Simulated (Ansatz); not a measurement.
Consider CH$_{7}$NSi···SiH$_{4}$.

Input file:

```
crystal:
  periodic: [false, false, false]
  atoms:
    - { symbol: Si, position_ang: [-0.8287, 0.0987, -0.5619] }
    - { symbol: C, position_ang: [-0.8607, -0.7159, 1.458] }
    - { symbol: H, position_ang: [-0.9688, -1.0165, -1.5106] }
    - { symbol: H, position_ang: [-2.2873, 0.4359, -0.4053] }
    - { symbol: "N", position_ang: [-0.3568, 1.754, -0.6443] }
    - { symbol: H, position_ang: [0.195, -0.5089, 0.5641] }
    - { symbol: Si, position_ang: [1.7135, -0.4436, -0.5372] }
    - { symbol: H, position_ang: [-0.1072, -1.0535, 2.174] }
    - { symbol: H, position_ang: [-1.3961, 0.0977, 1.9301] }
    - { symbol: H, position_ang: [-1.5359, -1.5448, 1.2918] }
    - { symbol: H, position_ang: [-1.0488, 2.4666, -0.8023] }
    - { symbol: H, position_ang: [0.5473, 2.045, -0.9753] }
    - { symbol: H, position_ang: [2.1088, -0.1312, -1.9176] }
    - { symbol: H, position_ang: [2.1774, -1.826, -0.3457] }
    - { symbol: H, position_ang: [2.6483, 0.3424, 0.2822] }
basis:
  gaussian: { orbitals: "6-31G*" }
hamiltonian:
  xc: pbe
  dispersion: d4
relax:
  f_tol: 0.15
  max_steps: 25
  restrain:
    - { distance: [0, 6], at: 3.52, k: 30.0 }
    - { distance: [5, 1], at: 2.37, k: 30.0 }
    - { distance: [0, 1], at: 1.87, k: 30.0 }
    - { distance: [5, 6], at: 1.42, k: 30.0 }
output:
  orbitals: {}
```

Run with:

```sh
ansatz run input.yaml --threads 2 --pin off --max-ram 3072MiB --backend cpu --events-out ev --progress --plain --runs-dir out
```

The fields are those of the run's last geometry, not of the input's.

Not at a stationary point (largest force 1.2 eV/Å).

Theory: RKS PBE-D4/6-31G* in Ansatz 0.2.0.

Q: What will maps of the electron density and electron localisation function show?

A: C–Si (1.88 Å): ρ is about 0.94 e/Å³ halfway; the ELF peaks at about 0.95 between the atoms (a shared electron pair).
C–H (1.11 Å): ρ is about 1.8 e/Å³ halfway; the ELF climbs to about 1 towards the hydrogen, as it does in any bond to H; an ordinary covalent bond to hydrogen.

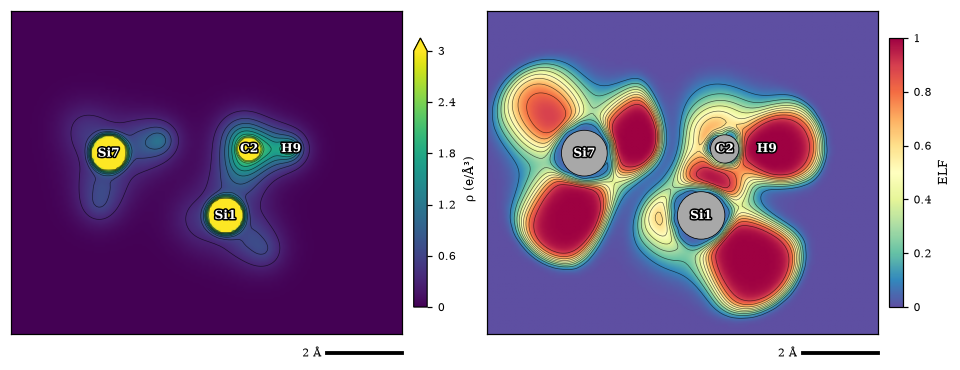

Computed electron density and electron localisation function on the plane of atoms Si1, C2 and H9, in this order. Grey discs cover the atomic cores in the ELF map. 
